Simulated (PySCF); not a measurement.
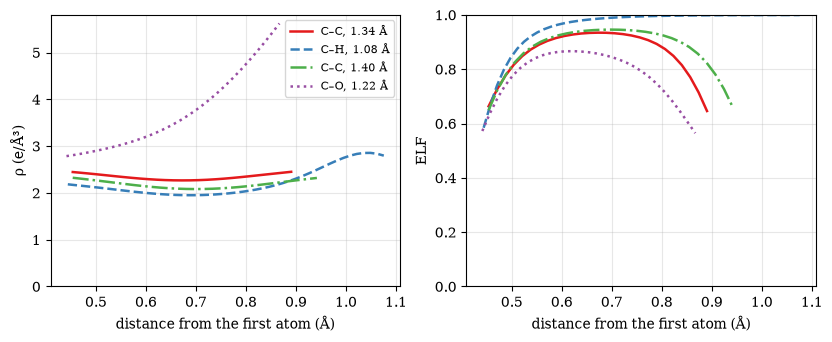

*C7H9O (doublet). Electron density and electron localisation function along straight lines between neighbouring atoms. The curves leave out the atomic cores.*

Geometry: GFN2-xTB.

Computed with PySCF, UKS B3LYP, pcH-1 on C H O, non-relativistic, mean-field spin-orbit, GIAO.

Input file:

```
{"job": {"kind": "epr", "basis": "pcH-1"}, "charge": 0, "multiplicity": 2}
C     -1.743671     1.536051     0.396904
C     -0.714985     0.880735    -0.167289
C     -0.392332    -0.492838     0.049637
C     -1.397469    -1.373734     0.719145
C      0.792396    -1.060713    -0.419913
C      1.955402    -0.425449    -0.797380
C      2.346076     0.917908    -0.465648
O      3.301879     1.498570    -0.944424
H     -1.943590     2.565467     0.157828
H     -2.392336     1.079806     1.124165
H     -0.091346     1.410036    -0.875135
H     -1.518664    -1.074670     1.761044
H     -1.084284    -2.414165     0.699432
H     -2.371119    -1.287591     0.237882
H      0.798356    -2.143523    -0.496280
H      2.708740    -1.003281    -1.316612
H      1.739949     1.399420     0.326732
```

Run with:

```sh
OMP_NUM_THREADS=1 python probes_run.py task.json out
```

Question: Compare the contacts.

Answer: C–C (1.34 Å): ρ is about 2.3 e/Å³ halfway; the ELF peaks at about 0.95 between the atoms; a short, multiple covalent bond.
C–H (1.08 Å): the density is about 2.1 e/Å³ at the midpoint; the ELF climbs to about 1 towards the hydrogen, as it does in any bond to H; an ordinary covalent bond to hydrogen.
C–C (1.40 Å): the density is about 2.1 e/Å³ at the midpoint; the ELF peaks at about 0.95 between the atoms (localised, covalent bonding).
C–O (1.22 Å): the density is about 3.2 e/Å³ at the midpoint; the ELF peaks at about 0.85 between the atoms (a multiple bond).
